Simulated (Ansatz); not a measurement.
Fields on a plane of Lu3InN (anti-perovskite)

```
Lu3InN
1.0
    4.61819     0.00000     0.00000
    0.00000     4.61819     0.00000
    0.00000     0.00000     4.61819
Lu In N
3 1 1
Direct
  0.50000   0.50000   0.00000
  0.00000   0.50000   0.50000
  0.50000   0.00000   0.50000
  0.00000   0.00000   0.00000
  0.50000   0.50000   0.50000
```

The slice is a {100} plane (indices of the conventional cell) through the point (0.500, 0.500, 0.000) (fractional), spanned by u = [100] and v = [010] in vectors of this cell: u (4.62 Å) and v (4.62 Å, at 90° to u). It covers one period; positions are fractions (u, v).

Atoms on it: Lu at (0.00, 0.00); In at (0.50, 0.50).

Calculation: PBEsol (plane waves to 420 eV, PAW, scalar-relativistic; Ansatz, a program for electronic structure). k mesh 10×10×10. Inside the PAW spheres the values are not all-electron values, and peaks at nuclei hang on which shells count as valence. Lu3InN is run without spin polarisation. Lu3InN was relaxed with its symmetry unable to fall.

```
|@@%*=:.           .:=*%@|
|%%#+=:.           .:=+#%|
|#*+=-..           ..-=+*|
|+==-:.             .:-==|
|-::..     .....     ..::|
|....    .........    ...|
|       ..:::::::..      |
|      ..::-===-::..     |
|      .::-=+++=-::.     |
|     ..:-=*****=-:..    |
|     ..:=+*###*+=:..    |
|     ..:=+*###*+=:..    |
|     ..:=+*###*+=:..    |
|     ..:-=*****=-:..    |
|      .::-=+++=-::.     |
|      ..::-===-::..     |
|       ..:::::::..      |
|....    .........    ...|
|-::..     .....     ..::|
|+==-:.             .:-==|
|#*+=-..           ..-=+*|
|%%#+=:.           .:=+#%|
|@@%*=:.           .:=*%@|
|@@%#+-.           .-+#%@|
```
Scale: ten equal steps from -1.01 (start of ' ') to 1.68 (end of '@'), in the order ' .:-=+*#%@'. Values: log₁₀ of the valence density in e/Å³. The map has 24 points along u (one character each, u = 0 at the left) and 24 along v (v = 0 in the bottom row). The scale is logarithmic, as a density can span decades between atoms and voids.

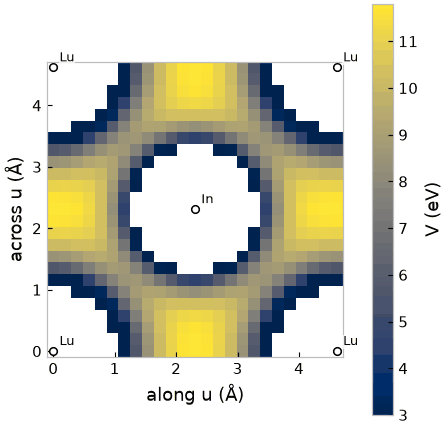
Electrostatic potential energy of an electron, from the cell's mean, in eV, one period of the plane, atoms marked. Points within 1 Å of a nucleus are left white, as the pseudised field means little there. Values under 3 eV are set to 3. The zero, the cell's mean, hangs on the PAW cores.
